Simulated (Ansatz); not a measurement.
**C2H7Al: molecular dynamics**

Aim: follow the molecule's vibrations and see whether its bonds hold. The start is relaxed first. Runs: 300 steps of 0.25 fs under a Nosé-Hoover thermostat at 300 K.

All numbers below are computed with Ansatz 0.2.0 (RKS PBE/def2-SVP).

## 1. The system as given

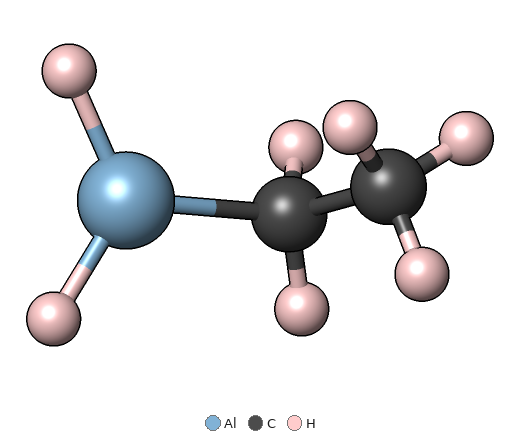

Start, viewed from a chosen angle; aluminium light blue, carbon dark grey, hydrogen pink.

As a file:

```xyz
10

Al    0.0000    0.0000    0.0000
C     0.0000    0.0000    1.9700
H    -0.9996   -0.3092    2.3405
H     0.7676   -0.7111    2.3405
C     0.3177    1.3971    2.4774
H     0.9159    1.3257    3.4096
H     0.8975    1.9479    1.7076
H    -0.6280    1.9396    2.6859
H     1.3510    0.0000   -0.7800
H    -1.3510    0.0000   -0.7800
```

## 2. Preparing the start

File input.yaml:

```yaml
crystal:
  periodic: [false, false, false]
  atoms:
    - { symbol: Al, position_ang: [0.0, 0.0, 0.0] }
    - { symbol: C, position_ang: [0.0, 0.0, 1.97] }
    - { symbol: H, position_ang: [-0.9996, -0.3092, 2.3405] }
    - { symbol: H, position_ang: [0.7676, -0.7111, 2.3405] }
    - { symbol: C, position_ang: [0.3177, 1.3971, 2.4774] }
    - { symbol: H, position_ang: [0.9159, 1.3257, 3.4096] }
    - { symbol: H, position_ang: [0.8975, 1.9479, 1.7076] }
    - { symbol: H, position_ang: [-0.628, 1.9396, 2.6859] }
    - { symbol: H, position_ang: [1.351, 0.0, -0.78] }
    - { symbol: H, position_ang: [-1.351, 0.0, -0.78] }
basis:
  gaussian: { orbitals: def2-SVP }
hamiltonian:
  xc: pbe
relax:
  f_tol: 0.02
  max_steps: 40
```

Run with:

```console
ansatz run input.yaml --threads 1 --pin off --max-ram 2048MiB --backend cpu --events-out ev --progress --plain --runs-dir out
```

Log (excerpt; [...] marks lines left out):

```text
Warning: RAYON_NUM_THREADS=1 ignored (pool sized by the plan → 1); use --threads N
[...]
Functional definition: PBE
[...]
915 factors; their error is unknown
[...]
mean field -8773.51956827 eV, -322.4208972287 hartree, gradient 1.5e-5 eV, S^2 0.000000; 0 other end points of the search recorded, 0 dependent functions left out
[...]
reference -8773.51960644 eV, -322.4208986314 hartree; 16, 16 occupied and 65, 65 virtual orbitals, 915 factors
relax step   1: F+E_penalty+E_count = -8773.51956827 eV  Δ(F+E_penalty+E_count) = +0.000e0 eV  max|allowed force component| = 6.627e-1 eV/Å  Δτ_max = 0.0000 Å  (25 SCF iters, accepted)
[...]
relax step   4: F+E_penalty+E_count = -8773.69526679 eV  Δ(F+E_penalty+E_count) = -2.498e-2 eV  max|allowed force component| = 1.020e-1 eV/Å  Δτ_max = 0.2000 Å  (26 SCF iters, accepted)
[...]
relax step   7: F+E_penalty+E_count = -8773.69718026 eV  Δ(F+E_penalty+E_count) = +2.134e-3 eV  max|allowed force component| = 3.453e-1 eV/Å  Δτ_max = 0.1567 Å  (26 SCF iters, rejected (line search))
[...]
relax step  10: F+E_penalty+E_count = -8773.71364514 eV  Δ(F+E_penalty+E_count) = -3.907e-3 eV  max|allowed force component| = 9.428e-2 eV/Å  Δτ_max = 0.1489 Å  (26 SCF iters, accepted)
[...]
relax step  11: F+E_penalty+E_count = -8773.71500296 eV  Δ(F+E_penalty+E_count) = -1.358e-3 eV  max|allowed force component| = 1.768e-1 eV/Å  Δτ_max = 0.1327 Å  (26 SCF iters, accepted)
[...]
relax step  12: F+E_penalty+E_count = -8773.71864600 eV  Δ(F+E_penalty+E_count) = -3.643e-3 eV  max|allowed force component| = 9.997e-2 eV/Å  Δτ_max = 0.0328 Å  (28 SCF iters, accepted)
[...]
915 factors; their error is unknown
[...]
mean field -8773.72451724 eV, -322.4284289646 hartree, gradient 1.2e-5 eV, S^2 0.000000; 0 other end points of the search recorded, 0 dependent functions left out
[...]
reference -8773.72455583 eV, -322.4284303827 hartree; 16, 16 occupied and 65, 65 virtual orbitals, 915 factors
```

## 3. The output, continued: start relaxed

Output, continued (excerpt; [...] marks lines left out):

```text
relax step  13: F+E_penalty+E_count = -8773.72451724 eV  Δ(F+E_penalty+E_count) = -5.871e-3 eV  max|allowed force component| = 6.682e-2 eV/Å  Δτ_max = 0.1411 Å  (26 SCF iters, accepted)
[...]
relax step  15: F+E_penalty+E_count = -8773.73032707 eV  Δ(F+E_penalty+E_count) = -2.063e-3 eV  max|allowed force component| = 6.991e-2 eV/Å  Δτ_max = 0.0532 Å  (27 SCF iters, accepted)
[...]
relax step  17: F+E_penalty+E_count = -8773.73357050 eV  Δ(F+E_penalty+E_count) = -1.484e-3 eV  max|allowed force component| = 6.788e-2 eV/Å  Δτ_max = 0.0757 Å  (26 SCF iters, accepted)
[...]
relax step  19: F+E_penalty+E_count = -8773.73465717 eV  Δ(F+E_penalty+E_count) = -5.309e-4 eV  max|allowed force component| = 3.766e-2 eV/Å  Δτ_max = 0.0633 Å  (27 SCF iters, accepted)
[...]
Atom 0 at    -0.144941    -0.009113    -0.058032 Å, force     0.000956     0.004421    -0.000747 eV/Å
Atom 1 at    -0.119955     0.120537     1.914050 Å, force     0.005426    -0.003249    -0.004679 eV/Å
Atom 2 at    -1.177398     0.013551     2.254724 Å, force    -0.001700     0.000505    -0.000368 eV/Å
Atom 3 at     0.363233    -0.815718     2.283515 Å, force    -0.001188     0.001836     0.001196 eV/Å
Atom 4 at     0.534344     1.356229     2.552255 Å, force    -0.001942    -0.001205    -0.001235 eV/Å
Atom 5 at     0.501319     1.328076     3.662695 Å, force     0.000692     0.001314    -0.000425 eV/Å
Atom 6 at     1.601705     1.455174     2.263460 Å, force    -0.000733     0.000440     0.001183 eV/Å
Atom 7 at     0.035578     2.297100     2.238476 Å, force     0.000976    -0.000634     0.000699 eV/Å
Atom 8 at     0.509587     1.128644    -0.987067 Å, force    -0.003586    -0.005796     0.004217 eV/Å
Atom 9 at    -0.832372    -1.284479    -0.752574 Å, force     0.001099     0.002368     0.000158 eV/Å
Dipole moment:    -0.001523     0.005218     0.168553 e Å
```

It took 47 s on 1 thread of Arm Neoverse V1, shared host; peak memory 0.11 GiB.

Relaxation path:

```
step  energy from step 1 (eV)  largest force component (eV/Å)
   1                   0.0000                          0.6627
   2                  -0.1289                          0.2125
   3                  -0.1507                          0.1686
   4                  -0.1757                          0.1020
   5                  -0.1771                          0.3727
   6                  -0.1797                          0.2455
  7x                  -0.1776                          0.3453
   8                  -0.1864                          0.0752
   9                  -0.1902                          0.0449
  10                  -0.1941                          0.0943
  11                  -0.1954                          0.1768
  12                  -0.1991                          0.1000
  13                  -0.2049                          0.0668
  14                  -0.2087                          0.1084
  15                  -0.2108                          0.0699
  16                  -0.2125                          0.0906
  17                  -0.2140                          0.0679
  18                  -0.2146                          0.0439
  19                  -0.2151                          0.0377
  20                  -0.2153                          0.0212
  21                  -0.2154                          0.0129
  22                  -0.2155                          0.0058
```

Step 1 is the start. 1 step was tried and not accepted (7; marked x where the table lists them).

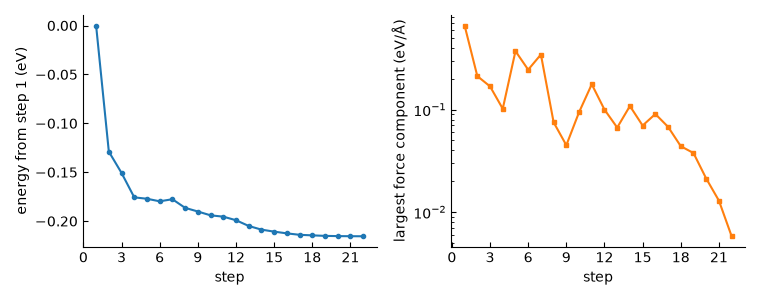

Energy and largest force along the relaxation.

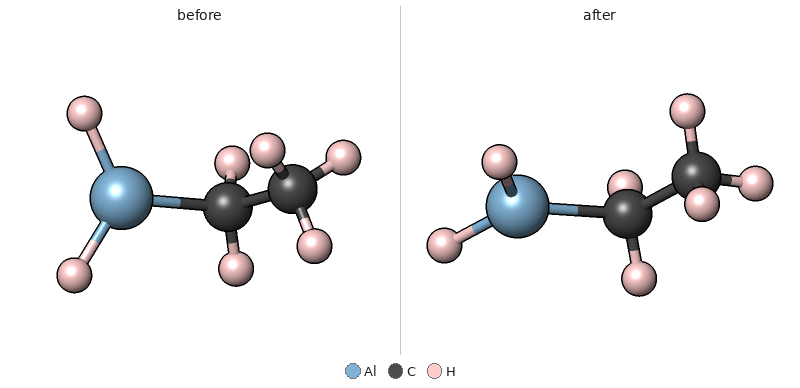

The structure before (left) and after (right), drawn at the same scale.

After: Bond lengths: Al1–C2 1.976 Å, C2–H3 1.116 Å, C2–H4 1.116 Å, C2–C5 1.537 Å, C5–H6 1.111 Å, C5–H7 1.110 Å, C5–H8 1.110 Å, Al1–H9 1.608 Å, Al1–H10 1.607 Å. Angles (14 of 15 angles, heavy atoms first): Al1–C2–C5 118.2°, Al1–C2–H3 106.6°, Al1–C2–H4 106.3°, H3–C2–C5 110.7°, H4–C2–C5 110.6°, C2–Al1–H9 121.7°, C2–Al1–H10 119.3°, C2–C5–H6 112.5°, C2–C5–H7 111.9°, C2–C5–H8 111.9°, H3–C2–H4 103.2°, H9–Al1–H10 119.1°, H6–C5–H7 106.9°, H6–C5–H8 106.9°.

## 4. The run

300 steps of 0.25 fs under a Nosé-Hoover thermostat at 300 K, from the relaxed start.

File input.yaml:

```yaml
crystal:
  periodic: [false, false, false]
  atoms:
    - { symbol: Al, position_ang: [-0.144941, -0.009113, -0.058032] }
    - { symbol: C, position_ang: [-0.119955, 0.120537, 1.91405] }
    - { symbol: H, position_ang: [-1.177398, 0.013551, 2.254724] }
    - { symbol: H, position_ang: [0.363233, -0.815718, 2.283515] }
    - { symbol: C, position_ang: [0.534344, 1.356229, 2.552255] }
    - { symbol: H, position_ang: [0.501319, 1.328076, 3.662695] }
    - { symbol: H, position_ang: [1.601705, 1.455174, 2.26346] }
    - { symbol: H, position_ang: [0.035578, 2.2971, 2.238476] }
    - { symbol: H, position_ang: [0.509587, 1.128644, -0.987067] }
    - { symbol: H, position_ang: [-0.832372, -1.284479, -0.752574] }
basis:
  gaussian: { orbitals: def2-SVP }
hamiltonian:
  xc: pbe
md:
  timestep: 0.25
  n_steps: 300
  ensemble: nvt_nose_hoover
  temperature: 300.0
  initial_velocities: maxwell_boltzmann
  seed: 981044
  nose_hoover: { tau: 300.0, chain_length: 3 }
```

Run with:

```console
ansatz run input.yaml --threads 1 --pin off --max-ram 2048MiB --backend cpu --events-out ev --progress --plain --runs-dir out
```

Log (excerpt; [...] marks lines left out):

```text
Warning: RAYON_NUM_THREADS=1 ignored (pool sized by the plan → 1); use --threads N
[...]
[... 1 set-up line as earlier in the session ...]
[...]
915 factors; their error is unknown
[...]
mean field -8773.73504811 eV, -322.4288159670 hartree, gradient 8.5e-6 eV, S^2 0.000000; 0 other end points of the search recorded, 0 dependent functions left out
[...]
reference -8773.73508639 eV, -322.4288173738 hartree; 16, 16 occupied and 65, 65 virtual orbitals, 915 factors
md step     0: t =     0.00 fs  T =   300.0 K  F+E_penalty+E_count = -8773.73504811 eV  E_kin = 0.310224 eV  conserved = -8773.42482412 eV  (26 SCF iters)
[...]
md step    20: t =     5.00 fs  T =   138.7 K  F+E_penalty+E_count = -8773.56803229 eV  E_kin = 0.143431 eV  conserved = -8773.42460960 eV  (21 SCF iters)
[...]
md step    40: t =    10.00 fs  T =   212.5 K  F+E_penalty+E_count = -8773.64439672 eV  E_kin = 0.219746 eV  conserved = -8773.42471052 eV  (29 SCF iters)
[...]
md step    60: t =    15.00 fs  T =   157.6 K  F+E_penalty+E_count = -8773.58738222 eV  E_kin = 0.162962 eV  conserved = -8773.42458392 eV  (22 SCF iters)
[...]
md step    80: t =    20.00 fs  T =   130.1 K  F+E_penalty+E_count = -8773.55880105 eV  E_kin = 0.134528 eV  conserved = -8773.42455652 eV  (22 SCF iters)
md step    81: t =    20.25 fs  T =   131.0 K  F+E_penalty+E_count = -8773.55975948 eV  E_kin = 0.135488 eV  conserved = -8773.42456061 eV  (22 SCF iters)
```

## 5. More of the same log: dynamics from the start

Output, continued (excerpt; [...] marks lines left out):

```text
md step    82: t =    20.50 fs  T =   133.2 K  F+E_penalty+E_count = -8773.56198461 eV  E_kin = 0.137710 eV  conserved = -8773.42457021 eV  (20 SCF iters)
[...]
md step   108: t =    27.00 fs  T =   186.1 K  F+E_penalty+E_count = -8773.61663207 eV  E_kin = 0.192477 eV  conserved = -8773.42469847 eV  (29 SCF iters)
[...]
md step   134: t =    33.50 fs  T =   182.8 K  F+E_penalty+E_count = -8773.61290558 eV  E_kin = 0.189015 eV  conserved = -8773.42471065 eV  (29 SCF iters)
[...]
md step   160: t =    40.00 fs  T =   119.0 K  F+E_penalty+E_count = -8773.54640541 eV  E_kin = 0.123026 eV  conserved = -8773.42462936 eV  (30 SCF iters)
[...]
md step   185: t =    46.25 fs  T =   180.0 K  F+E_penalty+E_count = -8773.60924826 eV  E_kin = 0.186125 eV  conserved = -8773.42471786 eV  (29 SCF iters)
md step   186: t =    46.50 fs  T =   178.2 K  F+E_penalty+E_count = -8773.60732553 eV  E_kin = 0.184240 eV  conserved = -8773.42470171 eV  (29 SCF iters)
```

## 6. The log goes on: dynamics from the start

Output, continued (excerpt; [...] marks lines left out):

```text
md step   187: t =    46.75 fs  T =   175.4 K  F+E_penalty+E_count = -8773.60445348 eV  E_kin = 0.181406 eV  conserved = -8773.42468455 eV  (29 SCF iters)
[...]
md step   208: t =    52.00 fs  T =   135.4 K  F+E_penalty+E_count = -8773.56262021 eV  E_kin = 0.140007 eV  conserved = -8773.42465109 eV  (29 SCF iters)
[...]
md step   229: t =    57.25 fs  T =   135.0 K  F+E_penalty+E_count = -8773.56183301 eV  E_kin = 0.139632 eV  conserved = -8773.42464526 eV  (29 SCF iters)
[...]
md step   250: t =    62.50 fs  T =   185.4 K  F+E_penalty+E_count = -8773.61346688 eV  E_kin = 0.191729 eV  conserved = -8773.42470195 eV  (30 SCF iters)
[...]
md step   299: t =    74.75 fs  T =   162.8 K  F+E_penalty+E_count = -8773.58844653 eV  E_kin = 0.168343 eV  conserved = -8773.42464020 eV  (29 SCF iters)
[...]
Atom 0 at    -0.136100     0.012586    -0.027822 Å, force    -0.624178     0.665952    -0.271682 eV/Å
Atom 1 at    -0.218851     0.098495     1.921659 Å, force     0.086567     1.176629     0.310557 eV/Å
Atom 2 at    -1.282384     0.254067     2.220929 Å, force    -0.048328     0.089966    -0.135415 eV/Å
Atom 3 at     0.044059    -0.844221     2.419471 Å, force     0.361714    -0.308801     0.133442 eV/Å
Atom 4 at     0.617261     1.311802     2.484988 Å, force     0.176826    -0.624038     0.211974 eV/Å
Atom 5 at     0.415836     1.446014     3.590486 Å, force     0.402566     0.033492    -0.637822 eV/Å
Atom 6 at     1.720133     1.191067     2.288995 Å, force    -0.386323    -0.244004     0.476602 eV/Å
Atom 7 at     0.423674     2.276028     1.978657 Å, force    -0.517462     0.098289    -0.030755 eV/Å
Atom 8 at    -0.705248     1.314064    -0.903144 Å, force     0.330506    -0.513915     0.317023 eV/Å
Atom 9 at     0.339328    -1.303472    -0.729943 Å, force     0.218112    -0.373571    -0.373925 eV/Å
Dipole moment:     0.031684     0.002031     0.166158 e Å
```

It took 10 min on 1 thread of Arm Neoverse V1, shared host; peak memory 0.1 GiB.

## 7. Frames and traces

The trajectory, every 12 steps (energies from step 0):

```
time (fs)  T (K)  potential energy change (meV/atom)  conserved energy change (meV/atom)
      0.0    300                                 0.0                                0.00
      3.0    180                                12.5                                0.03
      6.0    135                                17.0                                0.02
      9.0    178                                12.6                                0.02
     12.0    219                                 8.4                                0.01
     15.0    158                                14.8                                0.02
     18.0    157                                14.8                                0.02
     21.0    140                                16.5                                0.02
     24.0    172                                13.3                                0.02
     27.0    186                                11.8                                0.01
     30.0    124                                18.3                                0.02
     33.0    162                                14.3                                0.02
     36.0    209                                 9.5                                0.01
     39.0    149                                15.8                                0.02
     42.0     82                                22.7                                0.03
     45.0    168                                13.8                                0.01
     48.0    157                                15.0                                0.02
     51.0    140                                16.8                                0.02
     54.0    128                                18.0                                0.02
     57.0    137                                17.2                                0.02
     60.0    148                                16.0                                0.02
     63.0    184                                12.3                                0.01
     66.0    139                                17.0                                0.02
     69.0    155                                15.4                                0.02
     72.0    213                                 9.4                                0.01
     75.0    154                                15.6                                0.02
```

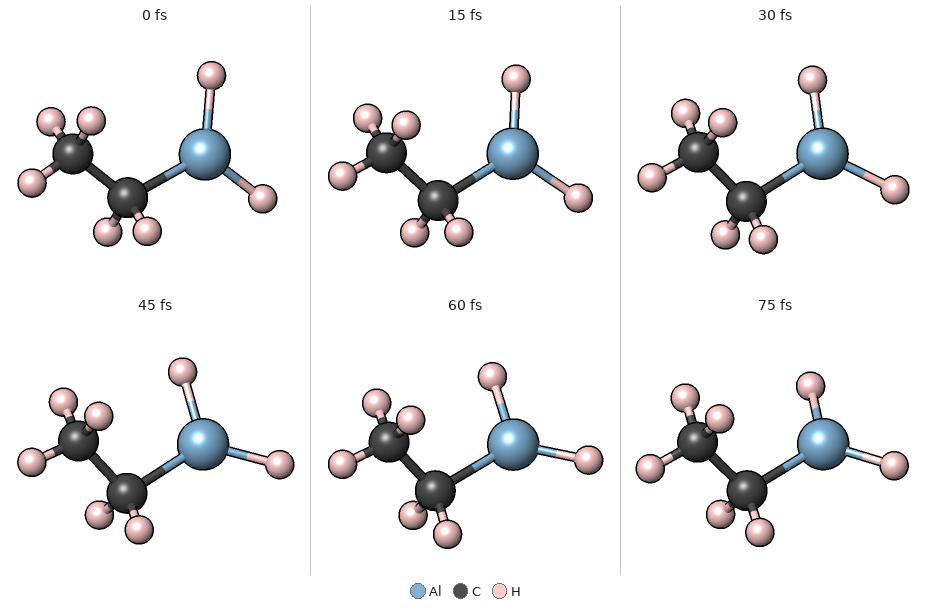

Six frames of the run, seen from a chosen angle. Sticks join atoms within a bonding distance in each frame.

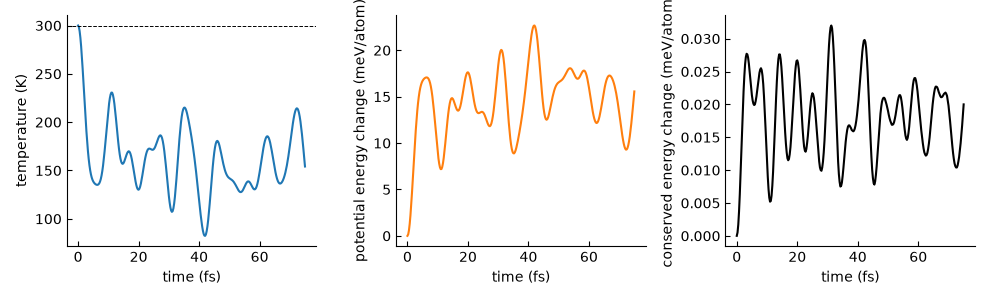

Traces against time; each panel has its own scale. The dashed line is the set temperature.

## 8. Frames from the trajectory

Positions (Å) and forces (eV/Å):

```xyz
10
time_fs=9.5 T=196 dE=0.1079
Al   -0.136    0.014   -0.032   -0.169   -0.506   -0.466
C    -0.159    0.087    1.923    0.529    0.856   -0.473
H    -1.191   -0.068    2.268   -0.548    0.419    0.168
H     0.279   -0.857    2.270    0.621   -0.362    0.194
C     0.550    1.353    2.500   -0.163   -0.733    0.668
H     0.450    1.329    3.625    0.368    0.286   -0.514
H     1.636    1.418    2.208   -0.462   -0.209    0.281
H     0.103    2.300    2.145   -0.210    0.038   -0.037
H     0.399    1.180   -1.010   -0.012    0.021    0.151
H    -0.651   -1.364   -0.726    0.046    0.192    0.027
10
time_fs=18.8 T=143 dE=0.1629
Al   -0.130    0.023   -0.018   -0.039   -0.033   -0.546
C    -0.177    0.077    1.929    0.484    1.032    0.068
H    -1.214    0.104    2.287   -0.447   -0.530    0.194
H     0.369   -0.808    2.274   -0.222   -0.694    0.333
C     0.536    1.319    2.465    1.110    0.309    0.864
H     0.570    1.484    3.592   -0.423   -0.436   -0.616
H     1.637    1.277    2.221   -0.509    0.285   -0.191
H     0.097    2.242    2.051    0.138    0.299   -0.152
H     0.282    1.287   -0.952   -0.059   -0.129    0.195
H    -0.478   -1.368   -0.719   -0.033   -0.104   -0.149
10
time_fs=28.0 T=180 dE=0.1245
Al   -0.128    0.025   -0.017   -0.131   -0.553   -0.158
C    -0.182    0.092    1.952   -0.708   -1.198   -0.105
H    -1.243    0.013    2.322    0.160    0.393   -0.212
H     0.206   -0.881    2.369    0.246    0.388   -0.187
C     0.551    1.311    2.446    0.318    0.417    0.182
H     0.469    1.441    3.552    0.320    0.138   -0.208
H     1.609    1.284    2.103    0.148   -0.103    0.512
H     0.196    2.232    1.946   -0.359    0.212    0.162
H     0.166    1.380   -0.823   -0.003    0.020   -0.045
H    -0.309   -1.393   -0.802    0.010    0.287    0.060
10
time_fs=37.5 T=184 dE=0.1211
Al   -0.129    0.015   -0.020    0.026    0.549    0.095
C    -0.213    0.063    1.962    0.170   -0.034    0.232
H    -1.308    0.127    2.276    0.788   -0.054   -0.096
H     0.214   -0.884    2.430   -0.413    0.665   -0.287
C     0.581    1.333    2.429   -0.827   -0.530    0.244
H     0.516    1.470    3.517   -0.157    0.039    0.487
H     1.663    1.263    2.247    0.263    0.033   -0.429
H     0.162    2.259    1.982    0.235   -0.037   -0.131
H     0.026    1.497   -0.714   -0.067   -0.420    0.052
H    -0.150   -1.304   -0.898   -0.019   -0.211   -0.167
10
time_fs=47.0 T=172 dE=0.1341
Al   -0.130    0.011   -0.019    0.039   -0.451   -0.174
C    -0.217    0.064    1.956    0.326    0.421    0.645
H    -1.283    0.254    2.271    0.306   -0.431   -0.131
H     0.169   -0.853    2.495   -0.436    0.445   -0.327
C     0.585    1.326    2.442   -0.418   -0.047   -0.933
H     0.512    1.499    3.514   -0.133   -0.017    0.756
H     1.658    1.260    2.213    0.413   -0.114   -0.086
H     0.237    2.272    1.948   -0.002   -0.342    0.092
H    -0.134    1.456   -0.658   -0.037    0.303   -0.240
H     0.003   -1.263   -1.049   -0.057    0.232    0.398
10
time_fs=56.2 T=139 dE=0.1692
Al   -0.131    0.004   -0.021   -0.188    1.034    0.053
C    -0.198    0.108    1.964   -0.553   -0.913   -0.464
H    -1.271    0.177    2.228   -0.399    0.472   -0.096
H     0.018   -0.832    2.504    0.617   -0.216   -0.003
C     0.587    1.305    2.449    0.044    0.614   -0.526
H     0.470    1.461    3.532    0.169    0.203    0.265
H     1.659    1.206    2.184    0.182   -0.022    0.324
H     0.262    2.231    1.902    0.005   -0.197    0.387
H    -0.335    1.496   -0.723    0.066   -0.508    0.191
H     0.119   -1.194   -1.007    0.056   -0.467   -0.131
10
time_fs=65.5 T=145 dE=0.1643
Al   -0.135    0.013   -0.023    0.232   -0.714   -0.093
C    -0.216    0.099    1.956    0.743    0.794   -0.920
H    -1.282    0.299    2.110   -0.584   -0.220    0.488
H     0.138   -0.808    2.432   -0.179   -0.801    0.472
C     0.601    1.303    2.451    0.164    0.301    0.919
H     0.517    1.499    3.562   -0.259   -0.240   -0.410
H     1.707    1.152    2.340   -0.318    0.230   -0.396
H     0.250    2.250    1.979    0.410   -0.081   -0.097
H    -0.499    1.361   -0.750   -0.096    0.345   -0.275
H     0.248   -1.315   -0.930   -0.114    0.387    0.311
10
time_fs=75.0 T=154 dE=0.1556
Al   -0.136    0.013   -0.028   -0.624    0.666   -0.272
C    -0.219    0.099    1.922    0.087    1.177    0.311
H    -1.282    0.254    2.221   -0.048    0.090   -0.135
H     0.044   -0.844    2.420    0.362   -0.309    0.133
C     0.617    1.312    2.485    0.177   -0.624    0.212
H     0.416    1.446    3.591    0.403    0.034   -0.638
H     1.720    1.191    2.289   -0.386   -0.244    0.477
H     0.424    2.276    1.979   -0.517    0.098   -0.031
H    -0.705    1.314   -0.903    0.331   -0.514    0.317
H     0.339   -1.304   -0.730    0.218   -0.374   -0.374
```

## 9. Outcome

| quantity | value |
| --- | --- |
| relaxation of the start | 20 moves, 0.215 eV lower |
| length | 300 steps of 0.25 fs |
| temperature, first and last step | 300 and 154 K |
| temperature, second half | mean 151 K, from 82 to 214 K |
| potential energy, second half | +16 meV/atom from the start |
| largest change of the conserved energy | 0.03 meV/atom |
| bonds formed or broken | 0 |

**Reading.** Against a set 300 K the second half averages 151 K with a spread of 29 K; 16 meV/atom has gone into potential energy, and a thermostat that acts over some 300 fs has not made it up in 75 fs. The conserved energy strays from its start by at most 0.03 meV/atom, 0.2 % of the mean kinetic energy, which is good for a step of 0.25 fs. The bonding pattern survives the run. 75 fs on 10 atoms is far too short and small for converged averages. The nuclei move classically, without zero-point motion, which matters most for hydrogen.
